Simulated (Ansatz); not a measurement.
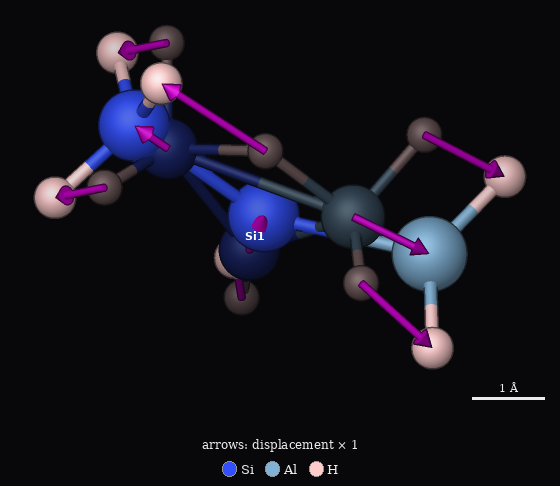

A relaxation of AlSi$_{2}$H$_{6}$ (charge +1). The starting structure is drawn faded, the final one solid; purple arrows show the displacements, at their true length. The two geometries are superimposed by the best rigid fit.

Style: ball-and-stick. Shown from a free direction.

It is one of the separated reactants of a reaction.

These are results of RKS PBE-D4/def2-SVP (Ansatz 0.2.0), not measurements.

Input file:
```yaml
crystal:
  periodic: [false, false, false]
  atoms:
    - {symbol: Si, position_ang: [0.235771, 1.464861, 0.950097]}
    - {symbol: Al, position_ang: [-0.885160, 0.487676, -0.985020]}
    - {symbol: Si, position_ang: [0.820124, -0.893592, 0.721379]}
    - {symbol: H, position_ang: [-2.295070, -0.076891, -0.923207]}
    - {symbol: H, position_ang: [-0.306333, 0.557051, -2.388781]}
    - {symbol: H, position_ang: [0.424861, 2.645195, 1.716554]}
    - {symbol: H, position_ang: [2.030685, -1.354638, 0.001612]}
    - {symbol: H, position_ang: [-0.160426, -0.986524, -0.638285]}
    - {symbol: H, position_ang: [0.096307, -1.970215, 1.437591]}
basis:
  gaussian: {orbitals: def2-SVP}
total_charge: 1
hamiltonian: {xc: pbe, dispersion: d4}
relax: {f_tol: 0.03, max_steps: 250}
```

Run as
```bash
ansatz run in.yaml --threads 2 --pin off --events-out ev --progress --plain --max-ram 4352MiB
```

Question: Which element moves most?

Answer: Hydrogen: up to 1.83 Å, against 1.20 Å for aluminium.

Question: What did the optimiser do to the structure, and how much energy did it gain?

Answer: The energy falls by 126.4 kJ/mol in 19 accepted moves (21 points after the start). Largest force component: 2.1 eV/Å at the start, 0.0063 eV/Å at the end. The line search rejected the trial steps at points 18, 20 of the run. The forces were under the threshold at step 7, but the run went on from there. H8 moves most after the best rigid fit: 1.83 Å. By element the largest moves are H 1.83 Å, Al 1.20 Å, Si 1.11 Å. Among the contacts that change: Al2–H8 1.679 → 4.653 Å, Al2–Si3 2.780 → 4.510 Å, Si3–H8 1.679 → 1.494 Å, Si1–H6 1.420 → 1.513 Å. Bonds break: Al2–H8 (1.68 → 4.65 Å). Among the angles between lasting bonds that change: Al2–Si1–Si3 69.4° → 134.6°, Si3–Si1–H6 145.3° → 108.7°, Al2–Si1–H6 145.3° → 116.7°.
